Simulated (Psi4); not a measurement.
# CCSD(T)/cc-pVDZ run of CH3Cl3Si (methyltrichlorosilane)

What is the energy change on altering one bond length of CH3Cl3Si (methyltrichlorosilane) at CCSD(T)/cc-pVDZ? 

The results are computed with Psi4 1.11.

## (1) The system as given

The species is CH3Cl3Si (8 atoms), meant as a singlet with charge 0. SMILES: `C[Si](Cl)(Cl)Cl`. The coordinates come from a PBE0-D4/def2-TZVP relaxation.

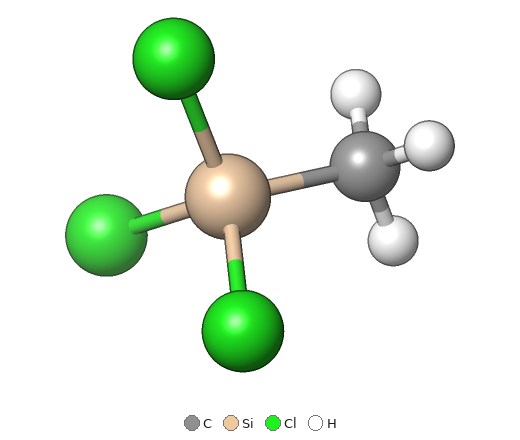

The structure, seen from a chosen angle (carbon grey, silicon light orange, chlorine green, hydrogen white).

## (2) A single-point energy at CCSD(T)/cc-pVDZ

File run.py:

```python
import psi4

psi4.set_memory(1600000000)
psi4.set_num_threads(1)
psi4.set_output_file('run.log', False)

geom = psi4.geometry("""
0 1
C     -0.728900    -0.279600     0.686100
Si     0.568900     0.197900    -0.528700
Cl     2.360400    -0.640000    -0.033600
Cl     0.065900    -0.429500    -2.402200
Cl     0.801200     2.223000    -0.573800
H     -0.844500    -1.365200     0.700800
H     -0.448300     0.061100     1.684800
H     -1.682600     0.175200     0.410800
units angstrom
symmetry c1
""")

options = {'basis': 'cc-pVDZ', 'reference': 'rhf', 'puream': True, 'e_convergence': 1e-09, 'd_convergence': 1e-08, 'scf_type': 'pk', 'num_frozen_docc': 21}
psi4.set_options(options)

E = psi4.energy("ccsd(t)", molecule=geom)
print(f'ccsd(t) energy: {E:.10f} Eh')
for k, v in sorted(psi4.core.scalar_variables().items()):
    print(f'{k:45s} {v:18.10f}')
```

Command:

```sh
$ python run.py
```

run.log:

```text
[...]
  Running in c1 symmetry.
[...]
  Nuclear repulsion =  440.297333645516005
[...]
  Multiplicity = 1
[...]
  Nalpha       = 37
  Nbeta        = 37
[...]
    Number of basis functions: 101
[...]
   @RHF iter   1: -1707.15137853458418   -1.15255e-01   3.52805e-03 DIIS/ADIIS
[...]
   @RHF iter  10: -1707.23262504250761   -2.38742e-11   8.36081e-09 DIIS
[...]
    Orbital Energies [Eh]
    ---------------------
    Doubly Occupied:
       1A   -104.840555     2A   -104.840551     3A   -104.840538
       4A    -68.909157     5A    -11.248926     6A    -10.569981
       7A    -10.569975     8A    -10.569960     9A     -8.037058
      10A     -8.037054    11A     -8.037039    12A     -8.034396
      13A     -8.034392    14A     -8.034383    15A     -8.034379
      16A     -8.034377    17A     -8.034365    18A     -6.248252
      19A     -4.355121    20A     -4.355120    21A     -4.353238
      22A     -1.150917    23A     -1.104214    24A     -1.104197
      25A     -0.982660    26A     -0.701928    27A     -0.606712
      28A     -0.606708    29A     -0.559325    30A     -0.557517
      31A     -0.557513    32A     -0.499790    33A     -0.499789
      34A     -0.470709    35A     -0.470701    36A     -0.461485
[...]
  @RHF Final Energy: -1707.23262504250761
   => Energetics <=
    Nuclear Repulsion Energy =            440.2973336455160052
    One-Electron Energy =               -3237.4379736669757222
    Two-Electron Energy =                1089.9080149789519965
    Total Energy =                      -1707.2326250425076068
[...]
 Multipole Moments:
 ------------------------------------------------------------------------------------
     Multipole            Electronic (a.u.)      Nuclear  (a.u.)        Total (a.u.)
 ------------------------------------------------------------------------------------
 L = 1.  Multiply by 2.5417464519 to convert [e a0] to [Debye]
 Dipole X            :          5.1632502           -5.8010641           -0.6378138
 Dipole Y            :          1.8995856           -2.1345418           -0.2349562
 Dipole Z            :         -4.8329544            5.4298757            0.5969213
 Magnitude           :                                                    0.9046137
[...]
      * MP2 total energy                      = -1707.869722192879408
[...]
      * CCSD total energy                     = -1707.922589354540150
[...]
      * CCSD(T) total energy                  = -1707.939223095962689
```

Standard output:

```text
ccsd(t) energy: -1707.9392230960 Eh
(T) CORRECTION ENERGY                              -0.0166337414
CC D1 DIAGNOSTIC                                    0.0210809812
CC D2 DIAGNOSTIC                                    0.1395813963
CC NEW D1 DIAGNOSTIC                                0.0210809812
CC T1 DIAGNOSTIC                                    0.0082620204
CCSD CORRELATION ENERGY                            -0.6899643120
CCSD DOUBLES ENERGY                                -0.6899643120
CCSD ITERATIONS                                    15.0000000000
CCSD OPPOSITE-SPIN CORRELATION ENERGY              -0.5311823101
CCSD SAME-SPIN CORRELATION ENERGY                  -0.1587820019
CCSD SINGLES ENERGY                                 0.0000000000
CCSD TOTAL ENERGY                               -1707.9225893545
CCSD(T) CORRELATION ENERGY                         -0.7065980535
CCSD(T) TOTAL ENERGY                            -1707.9392230960
CURRENT CORRELATION ENERGY                         -0.7065980535
CURRENT ENERGY                                  -1707.9392230960
CURRENT REFERENCE ENERGY                        -1707.2326250425
DD SOLVATION ENERGY                                 0.0000000000
HF KINETIC ENERGY                                1707.4836436913
HF POTENTIAL ENERGY                             -3414.7162687338
HF TOTAL ENERGY                                 -1707.2326250425
HF VIRIAL RATIO                                     1.9998529891
MP2 CORRELATION ENERGY                             -0.6370971504
MP2 DOUBLES ENERGY                                 -0.6370971504
MP2 OPPOSITE-SPIN CORRELATION ENERGY               -0.4697245849
MP2 SAME-SPIN CORRELATION ENERGY                   -0.1673725655
MP2 SINGLES ENERGY                                 -0.0000000000
MP2 TOTAL ENERGY                                -1707.8697221929
NUCLEAR REPULSION ENERGY                          440.2973336455
ONE-ELECTRON ENERGY                             -3237.4379736670
PCM POLARIZATION ENERGY                             0.0000000000
PE ENERGY                                           0.0000000000
SCF ITERATION ENERGY                            -1707.2326250425
SCF ITERATIONS                                     10.0000000000
SCF TOTAL ENERGY                                -1707.2326250425
TWO-ELECTRON ENERGY                              1089.9080149790
```

It took 2.2 min on 1 thread of Intel Xeon Platinum 8259CL at 2.50GHz (Skylake/Cascade Lake), shared host; peak memory 0.75 GiB.

## (3) The distorted shape at the same level

File ch3cl3si.inp:

```
memory 1600 MB

molecule mol {
  0 1
  C
  Si 1 R2
  Cl 2 R3 1 A3
  Cl 2 R4 1 A4 3 D4
  Cl 2 R5 1 A5 3 D5
  H 1 R6 2 A6 3 D6
  H 1 R7 6 A7 2 D7
  H 1 R8 6 A8 7 D8

  R2 = 1.84066
  R3 = 2.038792
  A3 = 110.65057
  R4 = 3.6698
  A4 = 110.65207
  D4 = 120.00353
  R5 = 2.038879
  A5 = 110.64618
  D5 = -119.99857
  R6 = 1.091836
  A6 = 109.96661
  D6 = -60.0345
  R7 = 1.091886
  A7 = 108.97412
  D7 = -120.60704
  R8 = 1.091868
  A8 = 108.96984
  D8 = -118.79801
  symmetry c1
}

set globals {
  reference       rhf
  puream          true
  e_convergence   1e-09
  d_convergence   1e-08
  scf_type        pk
  num_frozen_docc 21
}

energy("ccsd(t)/cc-pVDZ")
```

Command:

```sh
$ psi4 -n 1 ch3cl3si.inp ch3cl3si.out
```

ch3cl3si.out:

```text
[...]
  Running in c1 symmetry.
[...]
  Nuclear repulsion =  377.672283371816945
[...]
  Multiplicity = 1
[...]
  Nalpha       = 37
  Nbeta        = 37
[...]
    Number of basis functions: 101
[...]
   @RHF iter   1: -1706.91114892548512   -5.08537e-01   4.38934e-03 DIIS/ADIIS
[...]
   @RHF iter  14: -1707.06671427067363   -7.04858e-12   3.11973e-09 DIIS
[...]
    Orbital Energies [Eh]
    ---------------------
    Doubly Occupied:
       1A   -104.903471     2A   -104.903458     3A   -104.730352
       4A    -68.996840     5A    -11.310080     6A    -10.631634
       7A    -10.631618     8A    -10.449637     9A     -8.098629
      10A     -8.098614    11A     -8.095859    12A     -8.095844
      13A     -8.095671    14A     -8.095656    15A     -7.916483
      16A     -7.914560    17A     -7.914552    18A     -6.331097
      19A     -4.436916    20A     -4.436900    21A     -4.435187
      22A     -1.191922    23A     -1.158707    24A     -1.037704
      25A     -0.938693    26A     -0.742352    27A     -0.655463
      28A     -0.648451    29A     -0.600814    30A     -0.600772
      31A     -0.562004    32A     -0.531941    33A     -0.525872
      34A     -0.518762    35A     -0.354905    36A     -0.354803
[...]
  @RHF Final Energy: -1707.06671427067363
   => Energetics <=
    Nuclear Repulsion Energy =            377.6722833718169454
    One-Electron Energy =               -3110.9154541778575549
    Two-Electron Energy =                1026.1764565353671514
    Total Energy =                      -1707.0667142706736286
[...]
 Multipole Moments:
 ------------------------------------------------------------------------------------
     Multipole            Electronic (a.u.)      Nuclear  (a.u.)        Total (a.u.)
 ------------------------------------------------------------------------------------
 L = 1.  Multiply by 2.5417464519 to convert [e a0] to [Debye]
 Dipole X            :         -1.6499584           -1.2371591           -2.8871176
 Dipole Y            :         -0.9528481           -0.7144957           -1.6673437
 Dipole Z            :          6.6013053           -8.7660800           -2.1647747
 Magnitude           :                                                    3.9751393
[...]
      * MP2 total energy                      = -1707.713034788225741
[...]
      * CCSD total energy                     = -1707.771898122496395
[...]
      * CCSD(T) total energy                  = -1707.799839864476326
[...]
```

It took 2.3 min on 1 thread of Intel Xeon Platinum 8259CL at 2.50GHz (Skylake/Cascade Lake), shared host; peak memory 0.75 GiB.

## (4) Summary of results

At CCSD(T)/cc-pVDZ, 21 core orbitals frozen:

| quantity | value |
| --- | --- |
| first shape: total energy | -1707.93922 Eh |
| first shape: HOMO energy (Hartree–Fock orbitals) | -12.46 eV |
| first shape: LUMO energy (Hartree–Fock orbitals) | 4.43 eV |
| first shape: HOMO–LUMO gap (Hartree–Fock orbitals) | 16.90 eV |
| first shape: correlation energy (21 core orbitals frozen) | -706.6 mEh |
| first shape: (T) correction | -16.63 mEh |
| first shape: T1 diagnostic | 0.008 |
| distorted shape: total energy | -1707.79984 Eh |
| distorted shape: HOMO energy (Hartree–Fock orbitals) | -9.12 eV |
| distorted shape: LUMO energy (Hartree–Fock orbitals) | -2.05 eV |
| distorted shape: HOMO–LUMO gap (Hartree–Fock orbitals) | 7.07 eV |
| distorted shape: correlation energy (21 core orbitals frozen) | -733.1 mEh |
| distorted shape: (T) correction | -27.94 mEh |
| distorted shape: T1 diagnostic | 0.039 |
| energy change with the Si2–Cl4 bond stretched from 2.039 to 3.670 Å | 3.793 eV |

In words: One bond (distorted shape) is far stretched, which a spin-restricted single reference describes badly; perturbation theory on it can break down and give far too much correlation. With the Si2–Cl4 bond stretched from 2.039 to 3.670 Å the energy rises by 3.79 eV (366 kJ/mol). The first shape isn't relaxed at this level, so the change isn't measured from a minimum. A restricted reference can't describe the breaking bond well at this length. The triples (first shape) make up 2.4 % of the correlation energy. The T1 diagnostic (distorted shape) of 0.039 is above the customary mark for such species, so a single reference may not serve. The triples (distorted shape) make up 3.8 % of the correlation energy.
